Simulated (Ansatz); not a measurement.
The starting structures come from a database of crystals and need not be the phases stable at ambient conditions.

Where the default PAW files enter, the runs use the earlier of Ansatz's two default sets.

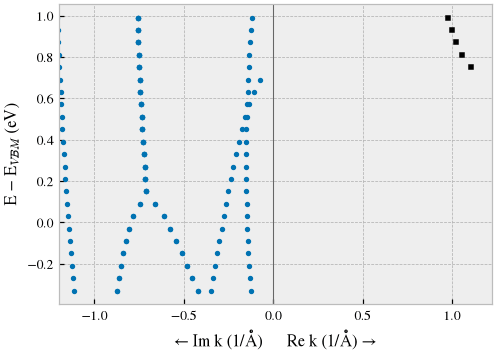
Figure: Complex bands at the centre of the two-dimensional zone; r2SCAN in Ansatz (an electronic-structure program)

The gap is the functional's own. No spin-orbit coupling. Mid-gap values are those at the computed energy nearest the middle.

Problem. This is CdS (Fm-3m, rock salt, not sure to be the ambient phase, 2 atoms a cell, 20.9 Å³ an atom, -2 GPa at this level) along the normal of (001). Read off the slowest decay at the centre of the two-dimensional zone at 0.39 eV, the computed energy nearest the middle of the gap.

Solution. κ ≈ 0.15 1/Å, a decay length 1/(2κ) of the density of 3.3 Å.
